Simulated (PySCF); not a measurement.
SMILES C[Si](C)(C)C[SiH2]F (C4H13FSi2) at its GFN2-xTB optimised geometry (Å):

```
20

Si    -1.9586     0.8854     0.3136
F     -2.7947    -0.0958    -0.6593
C     -0.1156     0.6171     0.0000
Si     0.4861    -1.2065     0.0000
C      2.3960    -1.2065     0.0000
C     -0.1467    -2.0898     1.5666
C     -0.1563    -2.0942    -1.5578
H     -2.4172     2.2183    -0.0626
H     -2.3823     0.4991     1.6527
H      0.1473     1.0613    -0.9605
H      0.4461     1.1750     0.7484
H      2.7939    -0.7324     0.8920
H      2.7876    -2.2183    -0.0334
H      2.7947    -0.6745    -0.8583
H      0.1284    -1.5504     2.4681
H     -1.2286    -2.1774     1.5525
H      0.2627    -3.0921     1.6479
H     -1.2371    -2.0255    -1.6245
H      0.2558    -1.6579    -2.4629
H      0.1079    -3.1476    -1.5530
```

Level of theory: PySCF with PBE0/def2-SVP.

Map of the electrostatic potential (hartree/e), clipped to [-0.08, 0.12] on the plane z = 1.0 Å:

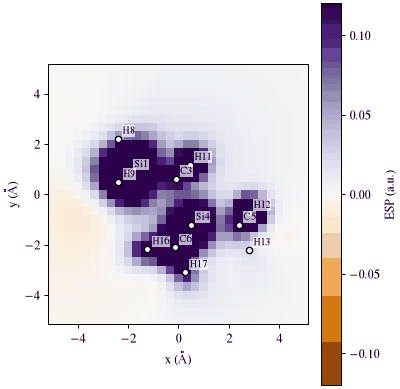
Fig. 1. Electrostatic potential (hartree/e), clipped to [-0.08, 0.12] on the plane z = 1.0 Å.
